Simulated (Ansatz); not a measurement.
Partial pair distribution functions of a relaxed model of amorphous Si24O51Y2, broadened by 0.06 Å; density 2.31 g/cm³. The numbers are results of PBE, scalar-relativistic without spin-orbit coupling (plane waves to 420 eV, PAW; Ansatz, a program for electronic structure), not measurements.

A CHGNet melt-quench gave the starting glass, which DFT then relaxed. O atoms were pushed apart under 1.9 Å during the dynamics, to hinder bonds among them. The hot cell started wider than the set density and was brought back towards it in steps. It is the lowest in DFT energy of 2 quenches. It is a model cell: composition and starting density were chosen by hand, and all elements were melted together. No dispersion term was used. Its density started from a set value of 2.38 and ended at 2.31 g/cm³. Cooling (nominally 400 K/ps over its main leg) ran many orders faster than in experiment, which tends to leave more defects and strain. A cell of this size samples the disorder only roughly. Volume and shape were free in the relaxation.

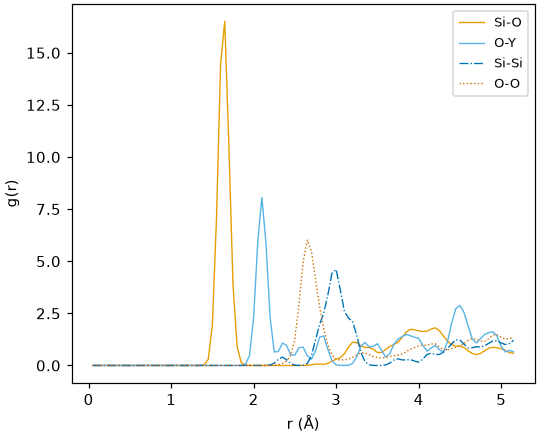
Figure. Partial pair distribution functions

Highest peaks under 4.5 Å: Si-O near 1.65 Å, O-Y near 2.10 Å, Si-Si near 3.00 Å, O-O near 2.65 Å; pairs of few atoms are noisy.

Within 1.92 Å each Si has 4.00 O neighbours on average.
